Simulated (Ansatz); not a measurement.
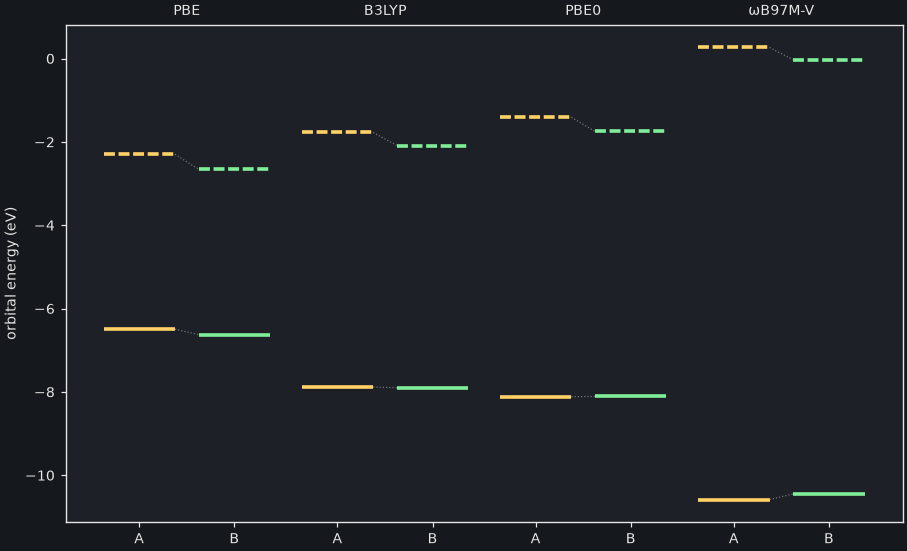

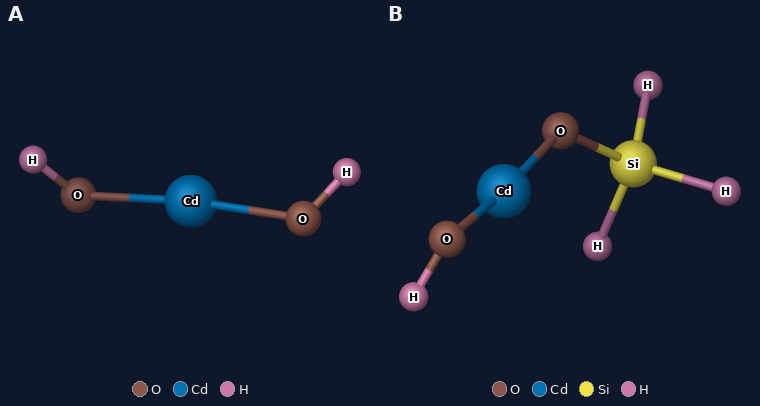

One change: A, CdH₂O₂ (SMILES [OH][Cd][OH]), becomes B, CdSiH₄O₂ (SMILES [OH][Cd][O][SiH3]). H on O is replaced by SiH₃. HOMO (solid) and LUMO (dashed) computed in def2-TZVPP at PBE0-D4/def2-TZVP geometries, both minima by their frequencies, gas phase, the Ansatz code. Empty levels above zero depend strongly on the basis.

Question: What does the change do to HOMO and LUMO?

Answer: PBE: the HOMO falls by 0.13 eV, the LUMO falls by 0.36 eV, and the separation goes from 4.20 to 3.97 eV. B3LYP: the HOMO falls by 0.02 eV, the LUMO falls by 0.31 eV, and the separation goes from 6.11 to 5.81 eV. PBE0: the HOMO hardly moves, the LUMO falls by 0.34 eV, and the separation goes from 6.71 to 6.36 eV. ωB97M-V: the HOMO rises by 0.14 eV, the LUMO falls by 0.30 eV, and the separation goes from 10.85 to 10.41 eV.

Question: Do the functionals agree on the effect?

Answer: Not on every direction; the HOMO shift lies between −0.13 and 0.14 eV and the LUMO shift between −0.36 and −0.30 eV, while the separations themselves differ by up to 6.7 eV between functionals.

Known limits of this run: core potentials past krypton; one conformer of each flexible molecule.
